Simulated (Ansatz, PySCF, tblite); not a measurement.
Potential energy curve for C4HCoO4, SMILES [O+]#[C-]->[CoH](<-[C-]#[O+])(<-[C-]#[O+])<-[C-]#[O+]. The Co1–H10 bond (Co1 also carries C, C, C, C; H10 carries nothing else) is stretched with both fragments frozen at the PBE0/def2-SVP optimised geometry.

```
10

Co     0.0000     0.0000     0.0000
O     -2.4765    -1.4365     0.5643
C     -1.5166    -0.8796     0.3029
O      2.4834    -1.4240     0.5652
C      1.5203    -0.8730     0.3030
O     -0.0027    -0.0041    -2.9289
C     -0.0014    -0.0015    -1.7912
O      0.0018     2.8610     0.5723
C      0.0000     1.7523     0.3061
H      0.0000     0.0000     1.4702
```

Computed with: UKS-B3LYP/3-21G = unrestricted B3LYP/3-21G in PySCF; GFN2-xTB, 300 K electronic temperature (tblite); RKS-CAM-B3LYP = Ansatz (a first-principles code) with restricted CAM-B3LYP/def2-SVP.

Energies are in kJ/mol, each relative to the lowest point of its own curve near equilibrium.

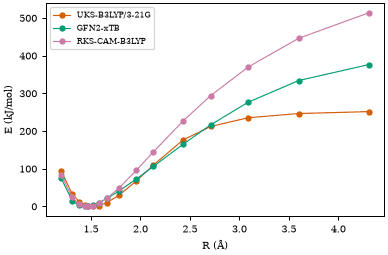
Figure. Energy against bond length for each method.

| R / Å | UKS-B3LYP/3-21G | GFN2-xTB | RKS-CAM-B3LYP |
|---|---|---|---|
| 1.20 | 93.8 | 74.2 | 83.3 |
| 1.31 | 33.0 | 15.3 | 23.8 |
| 1.38 | 13.0 | 2.6 | 6.5 |
| 1.44 | 3.8 | 0.0 | 0.6 |
| 1.47 | 1.3 | 0.7 | 0.0 |
| 1.52 | 0.0 | 3.9 | 1.9 |
| 1.58 | 2.1 | 10.1 | 8.1 |
| 1.66 | 9.8 | 21.1 | 21.2 |
| 1.78 | 29.0 | 40.3 | 47.9 |
| 1.96 | 68.0 | 73.0 | 96.1 |
| 2.13 | 109.6 | 106.0 | 144.4 |
| 2.43 | 176.2 | 164.7 | 226.3 |
| 2.71 | 212.1 | 216.5 | 294.0 |
| 3.09 | 235.3 | 276.6 | 370.0 |
| 3.60 | 246.5 | 334.0 | 446.1 |
| 4.31 | 251.6 | 376.4 | 513.9 |

At the longest distance, 4.31 Å, RKS-CAM-B3LYP lies highest above its minimum (513.9 kJ/mol) and UKS-B3LYP/3-21G lowest (251.6 kJ/mol).

The unrestricted determinant behind UKS-B3LYP/3-21G is spin-contaminated at 2.43 to 4.31 Å (<S²> up to 1.0, against 0.00 for a pure singlet). The restricted form behind RKS-CAM-B3LYP keeps the bonding electrons paired and can't separate into open-shell fragments.
